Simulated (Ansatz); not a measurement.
Process, species as SMILES: [SiH4] (SiH4) → 4 H atom + Si atom
B3LYP-D3(BJ)/def2-TZVP geometries, fixed; electronic energies without zero-point terms.
Largest species:
```xyz
5

Si     0.0000     0.0000     0.0000
H      0.8756     0.8547     0.8331
H     -0.8222    -0.8655     0.8753
H     -0.8862     0.8545    -0.8220
H      0.8328    -0.8437    -0.8864
```

Basis-set convergence of the atomisation energy at CCSD(T) with Ansatz (a quantum-chemistry and plane-wave program). Cartesian d functions, on some or all atoms, in 6-31G**, 6-311+G**; all else is spherical. Cores are frozen. Open shells are unrestricted. No added dispersion term, no relativity. Functions are those of the species that has most. Reference: Hartree-Fock in aug-cc-pV(Q+d)Z plus the correlation part extrapolated as X^-3 from aug-cc-pV(T+d)Z and aug-cc-pV(Q+d)Z, 325.34 kcal/mol, itself unsure by roughly 0.99 kcal/mol (a third of the extrapolation step and of the last Hartree-Fock step). Deviations are taken from unrounded values.

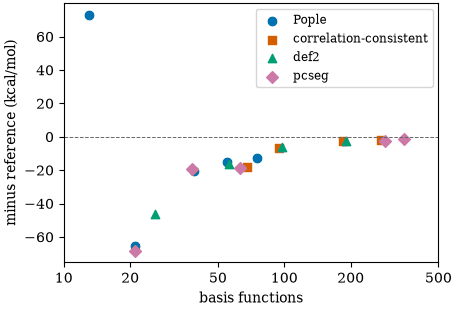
Figure: Deviation from the reference against the number of basis functions, by family of sets.

```
basis            functions  atomisation energy (kcal/mol)  minus reference (kcal/mol)
---------------  ---------  -----------------------------  --------------------------
STO-3G                  13                         398.19                       72.85
6-31G                   21                         259.99                      -65.35
pcseg-0                 21                         257.16                      -68.17
def2-SV(P)              26                         278.91                      -46.43
pcseg-1                 38                         305.86                      -19.48
6-31G**                 39                         304.63                      -20.71
6-311+G**               55                         310.38                      -14.95
def2-SVPD               56                         308.89                      -16.45
aug-pcseg-1             63                         306.57                      -18.76
aug-cc-pV(D+d)Z         68                         307.22                      -18.12
6-311++G(2d,2p)         75                         312.39                      -12.94
cc-pV(T+d)Z             95                         318.42                       -6.91
def2-TZVPP              98                         319.24                       -6.10
cc-pV(Q+d)Z            184                         322.94                       -2.40
def2-QZVPP             190                         322.89                       -2.45
aug-cc-pV(Q+d)Z        273                         323.34                       -2.00
aug-pcseg-3            285                         322.81                       -2.53
pcseg-4                349                         323.87                       -1.47
```
